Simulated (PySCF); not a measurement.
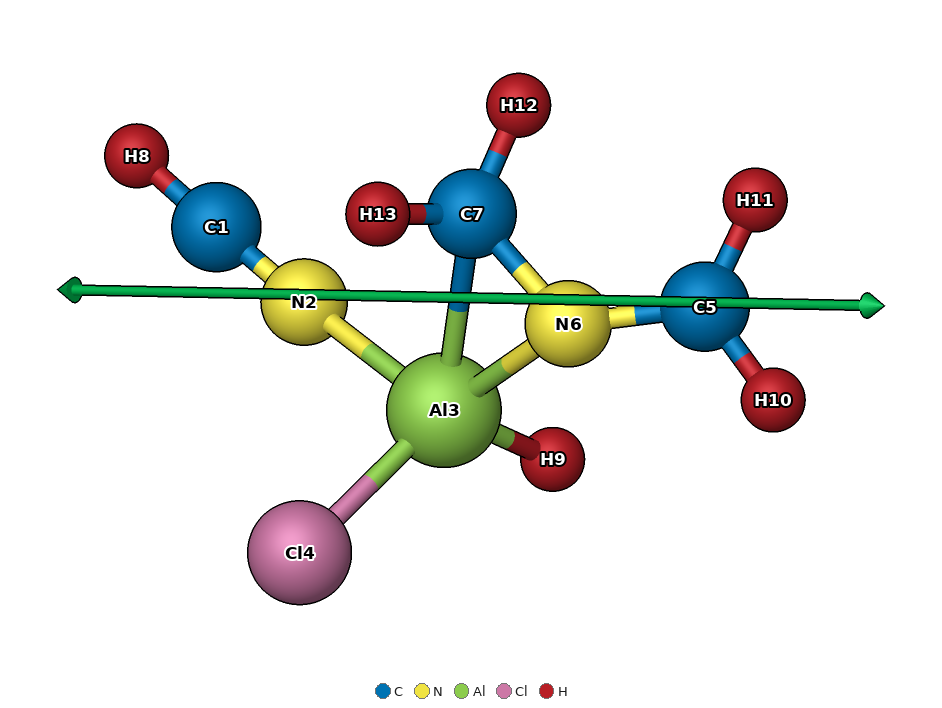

The double arrow shows the direction of the transition dipole to excited singlet state 2 (its length means nothing). The geometry was computed by an optimisation with GFN2-xTB. No frequency run is at hand to confirm it as a minimum. Method: TDDFT PBE0/def2-SVPD, vertical, gas phase, core orbitals frozen in the response (PySCF 2.14.0).

Question: How is the transition polarised?

Answer: Close to the long direction C1···C5.

Question: Give its energy, strength and character.

Answer: 3.94 eV (315 nm), oscillator strength 0.22, mainly HOMO → LUMO+1 (weight 0.60); transition dipole 3.81 D.

The geometry is semi-empirical. Around Al such bond lengths and angles can be off by a tenth of an ångström or more and by several degrees, and values that hang on the shape move with them.
